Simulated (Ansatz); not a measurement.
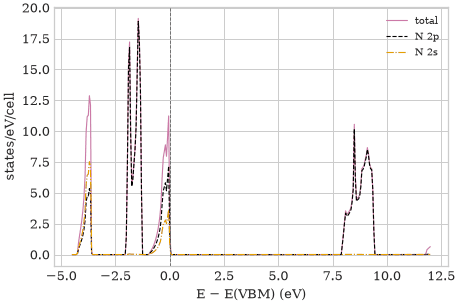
Figure: Total and projected density of states of N in space group P6_3/mmc (No. 194; N on 4f), r²SCAN+D4 in the plane-wave PAW code Ansatz

Problem. Which orbitals carry the states next to the gap?

Solution. Top 1 eV of the valence band: N 2p 65 %, N 2s 31 %. Bottom 1 eV of the conduction band: N 2p 96 %. Projections are on Löwdin-orthogonalised atomic valence shells; empty p or d shells of many metals are not among them.

Problem. Where is the tallest occupied peak in this window, and what makes it?

Solution. Near -1.5 eV, about 19 states/eV per cell; the largest projected share is N 2p.

The workflow started from a Materials Project entry (that database holds measured and hypothetical structures alike); the Crystallography Open Database copy checked does not list it. It is not the usual solid phase (space group No. 205). Symmetry was held in the r²SCAN+D4 relaxation; its stability against distortions is not shown here. The substance is a gas or liquid at ambient conditions.

Potentials: the later of the program's two PAW sets.
